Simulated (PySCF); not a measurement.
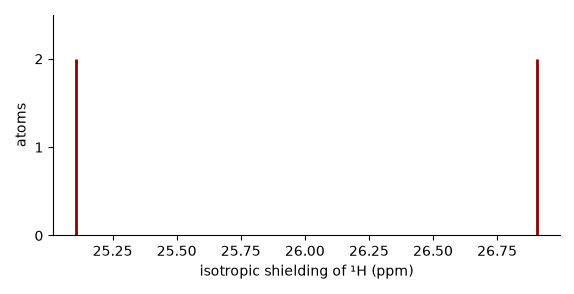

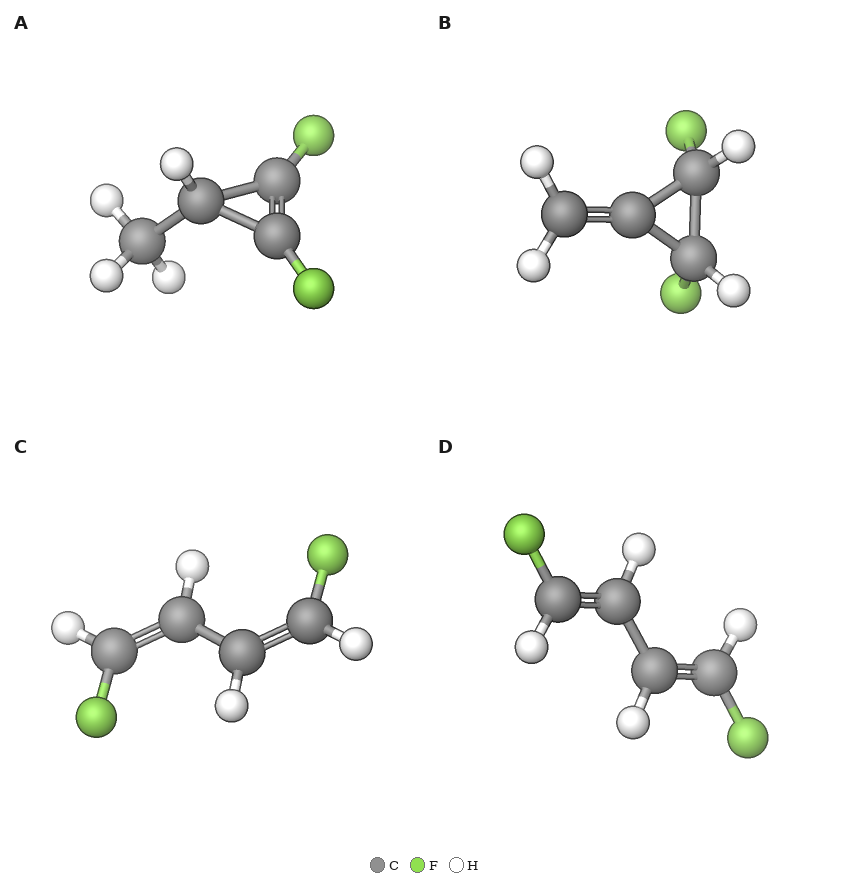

The sticks are computed shieldings of one of the molecules, for one fixed geometry (GFN2-xTB) without averaging over rotations. Low shielding means a high chemical shift. Method: GIAO PBE0/pcSseg-1 NMR shielding, non-relativistic, gas phase (PySCF 2.14.0).

Which molecule gives this pattern?

Answer. B, `C=C1[C@@H](F)[C@H]1F`. Its 4 H atoms give lines at 25.11 (2 atoms), 26.90 (2 atoms) ppm.
